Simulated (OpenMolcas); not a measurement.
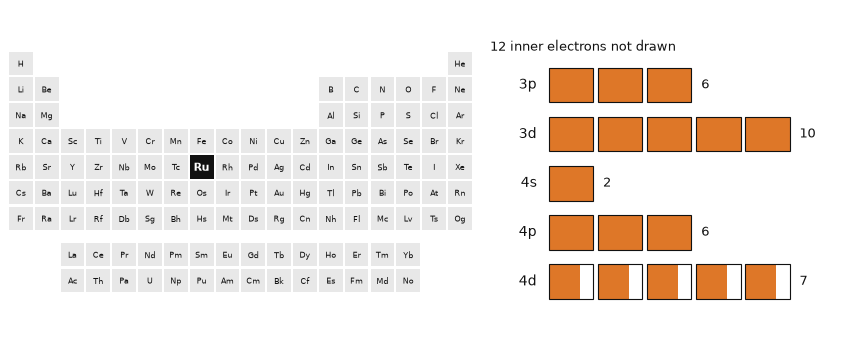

Left, the place of ruthenium in the periodic table; right, the outer shells of the leading configuration of the lowest level: a box for each of the 2l + 1 orbitals, shaded by the share of the shell that is filled, with the electron count at the right.

## Multiconfigurational calculation for Ru⁺

- system: Ru⁺.
- method: state-averaged CASSCF, active space 7 electrons in the shell 4d, basis ANO-RCC-VDZ, DKH3 scalar Hamiltonian, spin-orbit coupling by RASSI with atomic mean-field integrals (OpenMolcas)

## Input file
```
&GATEWAY
Coord
1

Ru 0.0 0.0 0.0
Basis=ANO-RCC-VDZ
Group=XYZ
NoMove
AngMom=0.0 0.0 0.0
AMFI
&SEWARD
Relativistic=R03O02
&RASSCF
FileOrb=start.orb
Symmetry=1
Spin=4
nActEl=7 0 0
Inactive=9 9
Ras2=5 0
CIRoot=10 10 1
SDav=10
CIMx=300
Iter=120 100
PrWF=0.3
OrbListing=Nothing
MaxOrb=0
Atom
>>> COPY $Project.JobIph JOB001
&RASSCF
FileOrb=start.orb
Symmetry=1
Spin=2
nActEl=7 0 0
Inactive=9 9
Ras2=5 0
CIRoot=35 35 1
SDav=40
CIMx=300
Iter=120 100
PrWF=0.3
OrbListing=Nothing
MaxOrb=0
Atom
>>> COPY $Project.JobIph JOB002
&RASSI
NrOfJobIphs=2 10 35
1 2 3 4 5 6 7 8 9 10
1 2 3 4 5 6 7 8 9 10 11 12 13 14 15 16 17 18 19 20 21 22 23 24 25 26 27
28 29 30 31 32 33 34 35
IphNames
JOB001
JOB002
EJob
SpinOrbit
DIPRint=1.0
SOCoupling=1000.0
Subsets=2
MEES
Property=10
'ANGMOM' 1 'ANGMOM' 2 'ANGMOM' 3 'MLTPL  1' 1 'MLTPL  1' 2 'MLTPL  1' 3
'AMFI' 1 'AMFI' 2 'AMFI' 3 'MLTPL  2' 6
SOProperty=3
'ANGMOM' 1 'ANGMOM' 2 'ANGMOM' 3
```

The file start.orb holds starting orbitals from an earlier step. A driver script formed the levels outside the program, from RASSI's spin-orbit matrix and the active-space energies, averaged over the components of each term or state.

Hardware: 1 CPU thread, shared host.

Run as:
```bash
OMP_NUM_THREADS=1 MOLCAS_MEM=2252 MOLCAS_PROJECT=a pymolcas a.inp > a.log  # once for each step of the input, in one work folder
```

## The program's output (extracts)
```
--- SEWARD ---
Basis set label: RU.ANO-RCC...6S5P3D.

      Electronic valence basis set:
      ------------------
      Associated Effective Charge  44.000000 au
      Associated Actual Charge     44.000000 au
      Nuclear Model: Point charge

      Shell  nPrim  nBasis  Cartesian Spherical Contaminant
         s      21       6        X
         p      18       5        X
         d      13       3                 X
Relativistic=R03O02
                  Relativistic Douglas-Kroll-Hess integrals:
                    - DKH order of Hamiltonian: 3
                    - DKH order of Properties : 2
--- RASSCF ---
Wave function specifications:
      -----------------------------

      Number of closed shell electrons          36
      Number of electrons in active shells       7
      Max number of holes in RAS1 space          0
      Max nr of electrons in RAS3 space          0
      Number of inactive orbitals               18
      Number of active orbitals                  5
      Number of secondary orbitals              13
      Spin quantum number                      1.5
      State symmetry                             1
Orbital specifications:
      -----------------------

      Symmetry species                           1   2
                                                ag  au
      Frozen orbitals                            0   0
      Inactive orbitals                          9   9
      Active orbitals                            5   0
      RAS1 orbitals                              0   0
      RAS2 orbitals                              5   0
      RAS3 orbitals                              0   0
      Secondary orbitals                         7   6
      Deleted orbitals                           0   0
      Number of basis functions                 21  15
      Number of CSFs                            10
      Number of root(s) required                10
      Iter CI   SX   CI       RASSCF       Energy    max ROT     max BLB   max BLB  Level Ln srch  Step   QN
          iter iter root      energy       change     param      element    value   shift minimum  type update
 Nr of preliminary CI iterations:   1
      Total energies have been shifted. Add                -4000.00 au
        1   1    2    0  -527.84990970    0.00E+00   2.10E-08    7  13 2 -9.89E-08   0.00   0.00    SX    NO
        2   1    1    0  -527.84990970   -8.19E-12   0.00E+00    7  13 2  3.04E-08   0.00   0.00    SX    NO
        3   1    1    0  -527.84990970    9.09E-13   0.00E+00    7  13 2  3.04E-08   0.00   0.00    SX    NO
        4   1    1    0  -527.84990970   -3.64E-12   0.00E+00    7  13 2  3.04E-08   0.00   0.00    SX    NO
      Convergence after  4 iterations
        5   1    1    0  -527.84990970    0.00E+00   0.00E+00    7  13 2  3.04E-08   0.00   0.00    SX    NO
      Natural orbitals and occupation numbers for root  1
      sym 1:   1.706549   1.000000   1.706549   1.293451   1.293451
      Natural orbitals and occupation numbers for root  2
      sym 1:   1.000000   1.201896   1.798104   1.201896   1.798104
      Natural orbitals and occupation numbers for root  3
      sym 1:   1.678817   1.000000   1.321183   1.678817   1.321183
::    RASSCF root number  1 Total energy:  -4527.86615726
::    RASSCF root number  2 Total energy:  -4527.86615726
::    RASSCF root number  3 Total energy:  -4527.86615726
::    RASSCF root number  4 Total energy:  -4527.86615726
::    RASSCF root number  5 Total energy:  -4527.86615726
::    RASSCF root number  6 Total energy:  -4527.86615726
::    RASSCF root number  7 Total energy:  -4527.86615726
::    RASSCF root number  8 Total energy:  -4527.81199874
::    RASSCF root number  9 Total energy:  -4527.81199874
::    RASSCF root number 10 Total energy:  -4527.81199874
--- RASSCF ---
Wave function specifications:
      -----------------------------

      Number of closed shell electrons          36
      Number of electrons in active shells       7
      Max number of holes in RAS1 space          0
      Max nr of electrons in RAS3 space          0
      Number of inactive orbitals               18
      Number of active orbitals                  5
      Number of secondary orbitals              13
      Spin quantum number                      0.5
      State symmetry                             1
Orbital specifications:
      -----------------------

      Symmetry species                           1   2
                                                ag  au
      Frozen orbitals                            0   0
      Inactive orbitals                          9   9
      Active orbitals                            5   0
      RAS1 orbitals                              0   0
      RAS2 orbitals                              5   0
      RAS3 orbitals                              0   0
      Secondary orbitals                         7   6
      Deleted orbitals                           0   0
      Number of basis functions                 21  15
      Number of CSFs                            40
      Number of root(s) required                35
      Iter CI   SX   CI       RASSCF       Energy    max ROT     max BLB   max BLB  Level Ln srch  Step   QN
          iter iter root      energy       change     param      element    value   shift minimum  type update
 Nr of preliminary CI iterations:   1
      Total energies have been shifted. Add                -4000.00 au
        1   1    4    0  -527.78397519    0.00E+00  -4.18E-03   10  17 1 -6.90E-03*  0.00   0.00    SX    NO
        2   1    5    0  -527.78405445   -7.93E-05*  2.21E-03    7  13 2 -5.93E-03*  0.00   0.00    SX    NO
        3   1    5    0  -527.78407341   -1.90E-05*  1.77E-03    7  13 2  3.47E-03*  0.00   0.00    SX    NO
        4   1    5    0  -527.78408304   -9.63E-06*  1.28E-03    7  13 2 -2.71E-03*  0.00   0.00    SX    NO
        5   1    5    0  -527.78408829   -5.25E-06*  5.42E-04    7  13 2  1.98E-03*  0.00   0.58    LS   YES
        6   1    3    0  -527.78409456   -6.26E-06*  3.96E-06    7  10 2  1.12E-05   0.00   1.00    QN   YES
        7   1    3    0  -527.78409456   -3.81E-10   6.20E-07    7  10 2  2.62E-06   0.00   1.19    QN   YES
      Convergence after  7 iterations
        8   1    3    0  -527.78409456   -1.46E-11   6.20E-07    7  10 2  3.39E-08   0.00   1.19    QN   YES
      Natural orbitals and occupation numbers for root  1
      sym 1:   1.544482   1.289392   1.380347   1.316554   1.469226
      Natural orbitals and occupation numbers for root  2
      sym 1:   1.540574   1.481098   1.364066   1.299017   1.315245
      Natural orbitals and occupation numbers for root  3
      sym 1:   1.495878   1.370224   1.301125   1.312569   1.520204
::    RASSCF root number  1 Total energy:  -4527.80925182
::    RASSCF root number  2 Total energy:  -4527.80925182
::    RASSCF root number  3 Total energy:  -4527.80925182
::    RASSCF root number  4 Total energy:  -4527.80925182
::    RASSCF root number  5 Total energy:  -4527.80925182
::    RASSCF root number  6 Total energy:  -4527.80925182
::    RASSCF root number  7 Total energy:  -4527.80925182
::    RASSCF root number  8 Total energy:  -4527.80925182
::    RASSCF root number  9 Total energy:  -4527.80925182
::    RASSCF root number 10 Total energy:  -4527.79125848
::    RASSCF root number 11 Total energy:  -4527.79125848
::    RASSCF root number 12 Total energy:  -4527.79125848
::    RASSCF root number 13 Total energy:  -4527.79125848
::    RASSCF root number 14 Total energy:  -4527.79125848
::    RASSCF root number 15 Total energy:  -4527.79125848
::    RASSCF root number 16 Total energy:  -4527.79125848
::    RASSCF root number 17 Total energy:  -4527.79125848
::    RASSCF root number 18 Total energy:  -4527.79125848
::    RASSCF root number 19 Total energy:  -4527.79125848
::    RASSCF root number 20 Total energy:  -4527.79125848
::    RASSCF root number 21 Total energy:  -4527.79125848
::    RASSCF root number 22 Total energy:  -4527.79125848
::    RASSCF root number 23 Total energy:  -4527.79125848
::    RASSCF root number 24 Total energy:  -4527.78429498
::    RASSCF root number 25 Total energy:  -4527.78429498
::    RASSCF root number 26 Total energy:  -4527.78429498
::    RASSCF root number 27 Total energy:  -4527.78429498
::    RASSCF root number 28 Total energy:  -4527.78429498
::    RASSCF root number 29 Total energy:  -4527.73727849
::    RASSCF root number 30 Total energy:  -4527.73727849
--- RASSI ---
SPIN-FREE ENERGIES:
  (Shifted by EMIN (a.u.) =      -4527.8661572561)

 SF State       Relative EMIN(au)   Rel lowest level(eV)    D:o, cm**(-1)      L_eff

     1             0.0000000000        0.0000000000              0.0000         3.0
     2             0.0000000000        0.0000000000              0.0000         3.0
     3             0.0000000000        0.0000000000              0.0000         3.0
     4             0.0000000000        0.0000000000              0.0000         3.0
     5             0.0000000000        0.0000000000              0.0000         3.0
     6             0.0000000000        0.0000000000              0.0000         3.0
     7             0.0000000000        0.0000000000              0.0000         3.0
     8             0.0541585125        1.4737282019          11886.4196         1.0
     9             0.0541585125        1.4737282019          11886.4196         1.0
    10             0.0541585125        1.4737282019          11886.4196         1.0
    11             0.0569054406        1.5484759231          12489.3006         4.0
    12             0.0569054406        1.5484759231          12489.3006         4.0
    13             0.0569054406        1.5484759231          12489.3006         4.0
    14             0.0569054406        1.5484759231          12489.3006         4.0
    15             0.0569054406        1.5484759231          12489.3006         4.0
    16             0.0569054406        1.5484759231          12489.3006         4.0
    17             0.0569054406        1.5484759231          12489.3006         4.0
    18             0.0569054406        1.5484759231          12489.3006         4.0
    19             0.0569054406        1.5484759231          12489.3006         4.0
    20             0.0748987714        2.0380993983          16438.3802         4.1
    21             0.0748987714        2.0380993983          16438.3802         4.6
    22             0.0748987714        2.0380993983          16438.3802         4.6
    23             0.0748987714        2.0380993983          16438.3802         4.6
    24             0.0748987714        2.0380993983          16438.3802         3.5
    25             0.0748987714        2.0380993983          16438.3802         4.2
    26             0.0748987714        2.0380993983          16438.3802         4.4
    27             0.0748987714        2.0380993983          16438.3802         4.7
    28             0.0748987714        2.0380993983          16438.3802         4.3
    29             0.0748987714        2.0380993983          16438.3802         4.1
    30             0.0748987714        2.0380993983          16438.3802         4.7
    31             0.0748987714        2.0380993983          16438.3802         4.9
    32             0.0748987714        2.0380993983          16438.3802         4.6
    33             0.0748987714        2.0380993983          16438.3802         4.5
    34             0.0818622727        2.2275859220          17966.6921         2.0
    35             0.0818622727        2.2275859220          17966.6921         2.0
    36             0.0818622727        2.2275859220          17966.6921         2.0
    37             0.0818622727        2.2275859220          17966.6921         2.0
    38             0.0818622727        2.2275859220          17966.6921         2.0
    39             0.1288787639        3.5069698240          28285.6192         3.0
    40             0.1288787639        3.5069698240          28285.6192         3.0
Eigenvalues of complex Hamiltonian:
   -----------------------------------
  (Shifted by EMIN (a.u.) =      -4527.8661572561)

 SO State       Relative EMIN(au)   Rel lowest level(eV)    D:o, cm**(-1)     J-value

     1            -0.0072759565        0.0000000000              0.0000         2.6
     2            -0.0072759565        0.0000000000              0.0000         4.2
     3            -0.0072759565        0.0000000000              0.0000         4.2
     4            -0.0072759565        0.0000000000              0.0000         2.6
     5            -0.0072759565        0.0000000000              0.0000         4.2
     6            -0.0072759565        0.0000000000              0.0000         4.0
     7            -0.0072759565        0.0000000000              0.0000         3.9
     8            -0.0072759565        0.0000000000              0.0000         3.9
     9            -0.0072759565        0.0000000000              0.0000         2.9
    10            -0.0072759565        0.0000000000              0.0000         2.9
    11            -0.0002388609        0.1914891268           1544.4640         2.7
    12            -0.0002388609        0.1914891268           1544.4640         2.7
    13            -0.0002388609        0.1914891268           1544.4640         2.7
    14            -0.0002388609        0.1914891268           1544.4640         2.5
    15            -0.0002388609        0.1914891268           1544.4640         3.1
    16            -0.0002388609        0.1914891268           1544.4640         2.6
    17            -0.0002388609        0.1914891268           1544.4640         3.1
    18            -0.0002388609        0.1914891268           1544.4640         2.6
    19             0.0045358826        0.3214165170           2592.3990         2.3
    20             0.0045358826        0.3214165170           2592.3990         1.7
    21             0.0045358826        0.3214165170           2592.3990         2.4
    22             0.0045358826        0.3214165170           2592.3990         1.8
    23             0.0045358826        0.3214165170           2592.3990         1.8
    24             0.0045358826        0.3214165170           2592.3990         1.8
    25             0.0076337136        0.4057127919           3272.2943         1.3
    26             0.0076337136        0.4057127919           3272.2943         1.2
    27             0.0076337136        0.4057127919           3272.2943         1.1
    28             0.0076337136        0.4057127919           3272.2943         1.0
    29             0.0516580335        1.6036755658          12934.5157         2.4
    30             0.0516580335        1.6036755658          12934.5157         2.1
    31             0.0516580335        1.6036755658          12934.5157         1.2
    32             0.0516580335        1.6036755658          12934.5157         2.2
    33             0.0516580335        1.6036755658          12934.5157         2.4
    34             0.0516580335        1.6036755658          12934.5157         1.2
    35             0.0520361656        1.6139650640          13017.5061         0.9
    36             0.0520361656        1.6139650640          13017.5061         1.3
    37             0.0520361656        1.6139650640          13017.5061         0.9
    38             0.0520361656        1.6139650640          13017.5061         1.4
    39             0.0530807081        1.6423885136          13246.7567         4.2
    40             0.0530807081        1.6423885136          13246.7567         4.2
    41             0.0530807081        1.6423885136          13246.7567         3.6
Weights of the five most important spin-orbit-free states for each spin-orbit state.

 SO State  Total energy (au)           Spin-free states, spin, and weights
 -------------------------------------------------------------------------------------------------------
    1        -0.007276       4 1.5  0.3595    6 1.5  0.2737    1 1.5  0.1103    5 1.5  0.1061    2 1.5  0.0804
    2        -0.007276       7 1.5  0.3325    4 1.5  0.2234    5 1.5  0.1251    2 1.5  0.0988    3 1.5  0.0954
    3        -0.007276       5 1.5  0.2809    7 1.5  0.2457    3 1.5  0.2158    2 1.5  0.0929    4 1.5  0.0711
    4        -0.007276       4 1.5  0.3669    6 1.5  0.2632    1 1.5  0.1157    5 1.5  0.1075    2 1.5  0.0780
    5        -0.007276       5 1.5  0.3921    3 1.5  0.2980    6 1.5  0.1351    2 1.5  0.0591    7 1.5  0.0413
    6        -0.007276       5 1.5  0.2425    3 1.5  0.2416    4 1.5  0.1821    7 1.5  0.1487    6 1.5  0.1158
    7        -0.007276       6 1.5  0.2643    7 1.5  0.2487    3 1.5  0.2074    5 1.5  0.0794    4 1.5  0.0673
    8        -0.007276       7 1.5  0.2601    6 1.5  0.2421    3 1.5  0.2163    4 1.5  0.0949    1 1.5  0.0716
    9        -0.007276       1 1.5  0.4674    2 1.5  0.4153    7 1.5  0.0495    3 1.5  0.0295    5 1.5  0.0192
   10        -0.007276       1 1.5  0.4662    2 1.5  0.4170    7 1.5  0.0502    3 1.5  0.0271    5 1.5  0.0206
   11        -0.000239       7 1.5  0.3258    5 1.5  0.1949    2 1.5  0.1438    4 1.5  0.1341    1 1.5  0.1281
   12        -0.000239       7 1.5  0.3275    2 1.5  0.1811    5 1.5  0.1757    1 1.5  0.1139    4 1.5  0.1086
```

## Spin-orbit levels, grouped by J and assigned

```
Configuration   Level  E (cm⁻¹)  LS purity (%)  Landé g
          4d⁷   ⁴F₉/₂         0             99    1.331
          4d⁷   ⁴F₇/₂     1,544            100    1.238
          4d⁷   ⁴F₅/₂     2,592             99    1.030
          4d⁷   ⁴F₃/₂     3,272             99    0.404
          4d⁷   ⁴P₅/₂    12,930             99    1.597
          4d⁷   ⁴P₃/₂    13,020             84    1.669
          4d⁷   ²G₉/₂    13,250             91    1.099
          4d⁷   ⁴P₁/₂    13,980             94    2.550
          4d⁷   ²G₇/₂    14,780             99    0.891
          4d⁷   ²P₃/₂    17,380             61    1.255
          4d⁷  ²H₁₁/₂    17,560            100    1.091
          4d⁷   ²P₁/₂    18,970             94    0.786
          4d⁷   ²H₉/₂    19,040             92    0.924
          4d⁷   ²D₅/₂    19,170             98    1.204
          4d⁷   ²D₃/₂    21,760             74    0.939
          4d⁷   ²F₅/₂    29,590            100    0.857
          4d⁷   ²F₇/₂    30,190            100    1.142
```

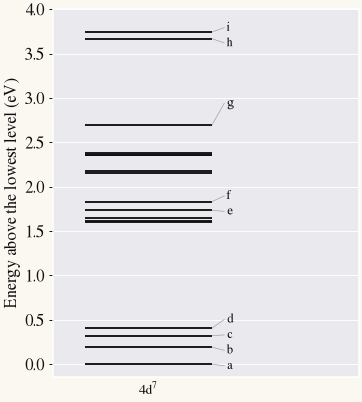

The lowest computed levels of Ru II (Ru⁺), 9 of them lettered. a: 4d⁷ ⁴F₉/₂ at 0; b: 4d⁷ ⁴F₇/₂ at 0.191 eV; c: 4d⁷ ⁴F₅/₂ at 0.321 eV; d: 4d⁷ ⁴F₃/₂ at 0.406 eV; e: 4d⁷ ⁴P₁/₂ at 1.73 eV; f: 4d⁷ ²G₇/₂ at 1.83 eV; g: 4d⁷ ²D₃/₂ at 2.70 eV; h: 4d⁷ ²F₅/₂ at 3.67 eV; i: 4d⁷ ²F₇/₂ at 3.74 eV.

## Key numbers

| quantity | value |
| --- | --- |
| outcome | converged |
| lowest level | 4d⁷ ⁴F₉/₂ |
| first excited level | 4d⁷ ⁴F₇/₂, 1,544 cm⁻¹ (measured: 1,523) |
| energy of the lowest spin-free term | −4527.86616 hartree |
| energy of the lowest spin-orbit level | −4527.87343 hartree |
| largest spread among components of a term | 0.0 cm⁻¹ |
| wall time | 14 s |

## Remarks

Against measured levels the run misses widely: 4d7 4P J = 5/2 comes out at 12,935 cm⁻¹ where 8,257 cm⁻¹ is measured. Without dynamic correlation the splittings between terms come out too large, often by 20 to 50 %. Caveats: only configurations of the active space are included; spin-free states above about 45,000 cm⁻¹ are left out of the spin-orbit step.
